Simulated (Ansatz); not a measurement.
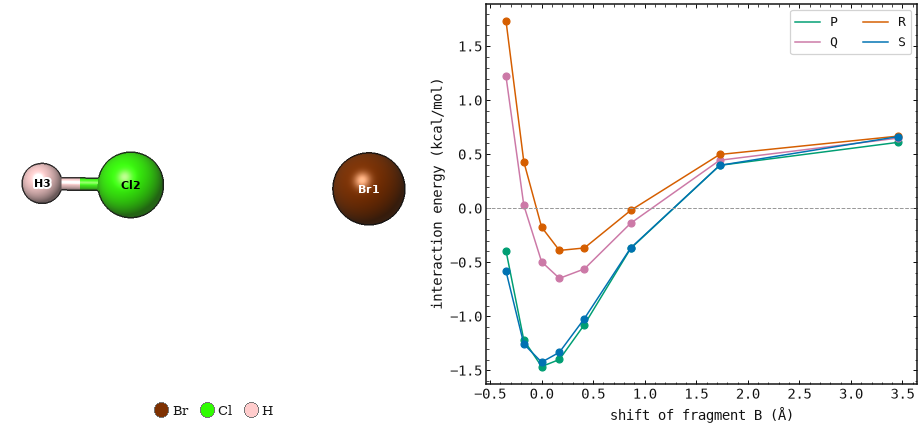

Interaction curve of the pair Br⁻ (A) and ClH (B), SMILES [Br-].Cl, from the arrangement drawn (closest contact, H···H pairs aside, Br1···Cl2 3.45 Å; others can bind more strongly), without the energy that it costs to deform the partners. The Ansatz code 0.2.0, def2-TZVPPD, cores frozen in correlated methods. Fragment B of a pair is moved rigidly from the minimum (PBE0-D4/def2-TZVPD) along the line between the fragments' mean atom positions; interaction energies with counterpoise. On heavy atoms the filled d shell below the valence is correlated. Straight lines join the computed points.

### The curves are B3LYP-D4, CCSD, CCSD(T) and PBE0-D4. Which is which?

P: B3LYP-D4 (−0.39 kcal/mol at −0.35 Å); Q: CCSD(T) (1.22 kcal/mol at −0.35 Å); R: CCSD (1.73 kcal/mol at −0.35 Å); S: PBE0-D4 (−0.58 kcal/mol at −0.35 Å).

Caveats: no scalar relativity up to krypton.
